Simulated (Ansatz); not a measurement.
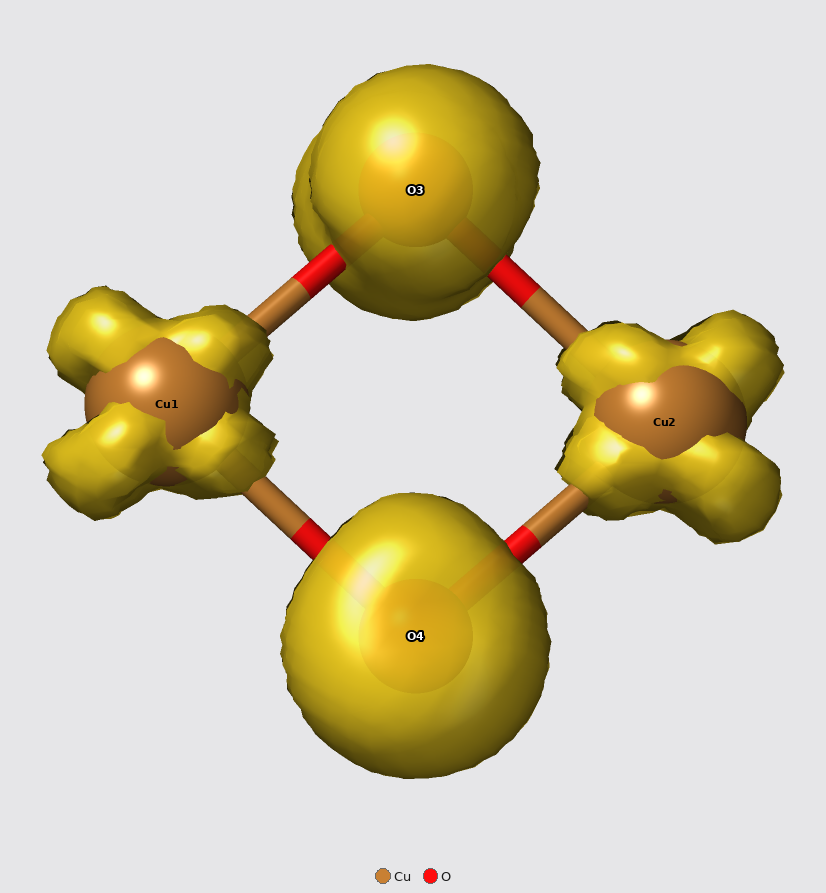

The picture shows: Cu₂O₂ (charge +1, quartet). Isosurfaces of the spin density (α minus β) at +0.15 (yellow) and −0.15 e/Å³ (cyan), seen at a tilt.

Geometry: PBE-D4/def2-SVP.

The calculation used UKS PBE0-D4/def2-TZVP in Ansatz.

> Describe the spin distribution.

The unpaired spin (3 electrons) lies mostly on O3 (about 1.1), O4 (about 0.9), Cu1 (about 0.5) and Cu2 (about 0.5), in electrons by Hirshfeld's partition. Only one sign reaches the isovalue.
